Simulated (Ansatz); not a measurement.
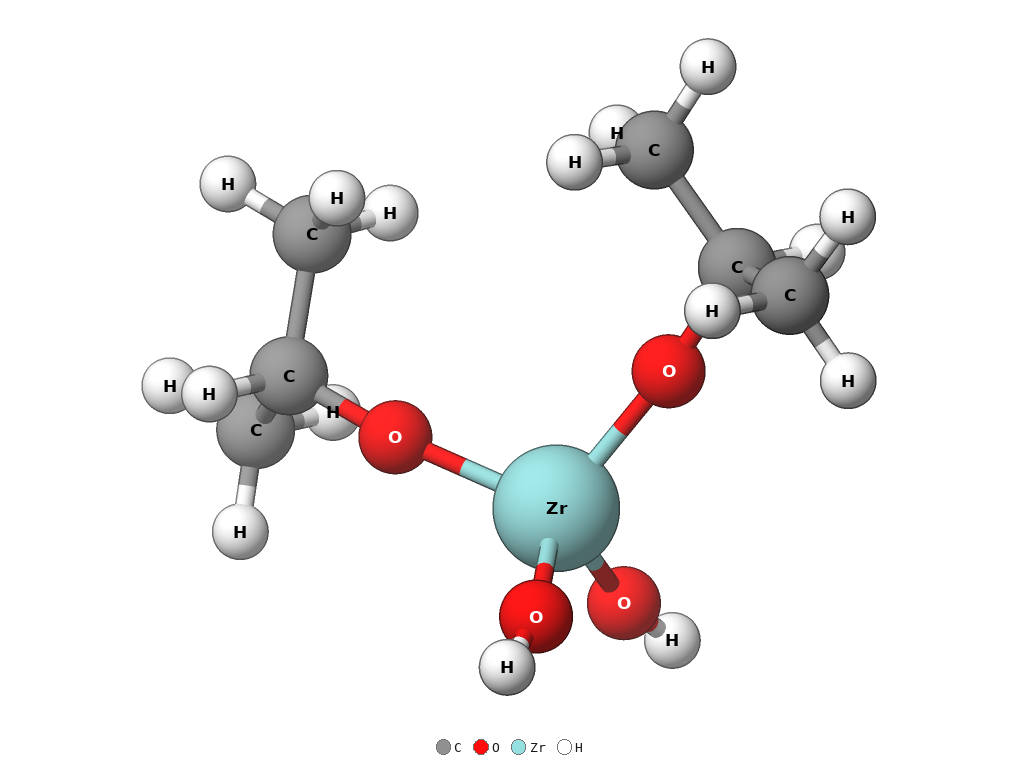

The structure as it stands in the input.

Input file:

```yaml
crystal:
  periodic: [false, false, false]
  atoms:
    - {symbol: C, position_ang: [-3.485802, -0.268377, -1.291433]}
    - {symbol: C, position_ang: [-2.135279, -0.954759, -1.211336]}
    - {symbol: C, position_ang: [-2.006746, -1.822030, 0.026998]}
    - {symbol: O, position_ang: [-1.115816, -0.000686, -1.230773]}
    - {symbol: Zr, position_ang: [0.194191, 1.387231, -1.000149]}
    - {symbol: O, position_ang: [-0.708295, 3.078076, -0.728457]}
    - {symbol: O, position_ang: [1.341474, 1.470416, -2.556737]}
    - {symbol: O, position_ang: [1.252685, 0.958664, 0.546353]}
    - {symbol: C, position_ang: [2.069299, 0.465359, 1.566091]}
    - {symbol: C, position_ang: [1.617895, -0.928601, 1.960189]}
    - {symbol: C, position_ang: [3.520243, 0.493155, 1.124025]}
    - {symbol: H, position_ang: [-4.294523, -1.002592, -1.325795]}
    - {symbol: H, position_ang: [-3.545273, 0.354592, -2.185900]}
    - {symbol: H, position_ang: [-3.635254, 0.371466, -0.417435]}
    - {symbol: H, position_ang: [-2.013216, -1.592666, -2.099006]}
    - {symbol: H, position_ang: [-2.132180, -1.213583, 0.927073]}
    - {symbol: H, position_ang: [-1.022047, -2.291779, 0.065083]}
    - {symbol: H, position_ang: [-2.766184, -2.607771, 0.033014]}
    - {symbol: H, position_ang: [-1.028489, 3.922390, -0.430607]}
    - {symbol: H, position_ang: [1.772452, 1.398293, -3.401176]}
    - {symbol: H, position_ang: [1.955269, 1.128651, 2.435949]}
    - {symbol: H, position_ang: [2.213639, -1.310281, 2.793007]}
    - {symbol: H, position_ang: [0.568274, -0.920836, 2.260071]}
    - {symbol: H, position_ang: [1.728423, -1.612945, 1.114357]}
    - {symbol: H, position_ang: [3.813202, 1.505187, 0.838392]}
    - {symbol: H, position_ang: [4.178949, 0.155262, 1.927903]}
    - {symbol: H, position_ang: [3.663121, -0.161846, 0.260278]}
basis:
  gaussian: {orbitals: cc-pVTZ-DK}
hamiltonian: {xc: {name: B2PLYP}}
```

It was started with:

```sh
ansatz run in.yaml --threads 11 --pin off --events-out ev --progress --plain --max-ram 174080MiB --backend cuda --devices 0, --max-vram 75GiB
```

Output:

```
Functional definition: B2PLYP
  name "B2PLYP"
  cite "Grimme, J. Chem. Phys. 124, 034108 (2006) doi:10.1063/1.2148954"
  cite "Becke, Phys. Rev. A 38, 3098 (1988) doi:10.1103/PhysRevA.38.3098"
  cite "Lee, Yang & Parr, Phys. Rev. B 37, 785 (1988) doi:10.1103/PhysRevB.37.785"
  parameter a = 0.53
  parameter c = 0.27
  exchange = (1 - a)*b88_x + a*exact_x
  correlation = (1 - c)*lyp_c + c*(mp2_os + mp2_ss)
3565 factors; integrals over basis functions are off by at most 1.1e-3 eV
mean field evaluation 1: about -112542.4280 eV, gradient 1.1e2 eV
mean field evaluation 2: about -112542.6061 eV, gradient 1.1e2 eV
mean field evaluation 4: about -112563.7196 eV, gradient 1.9e1 eV
mean field evaluation 8: about -112564.4103 eV, gradient 3.7e-1 eV
mean field evaluation 16: about -112564.4213 eV, gradient 2.1e-4 eV
mean field -112564.42127798 eV, -4136.6661830605 hartree, gradient 9.0e-6 eV, S^2 0.000000; 0 other end points of the search recorded, 0 dependent functions left out
24 core orbitals not correlated: weight in the atoms' cores, before any rotation towards them, 1.000 or more for the frozen orbitals, at most 0.000 for the correlated occupied ones
reference -112564.42157093 eV, -4136.6661938264 hartree; 38, 38 occupied and 539, 539 virtual orbitals, 3565 factors
second order -78.32062783 eV of doubles, -0.00000000 eV of singles
Total energy: -112585.56814045 eV, -4137.4433159224 hartree
Relativity: scalar
```

Self-consistency was reached.
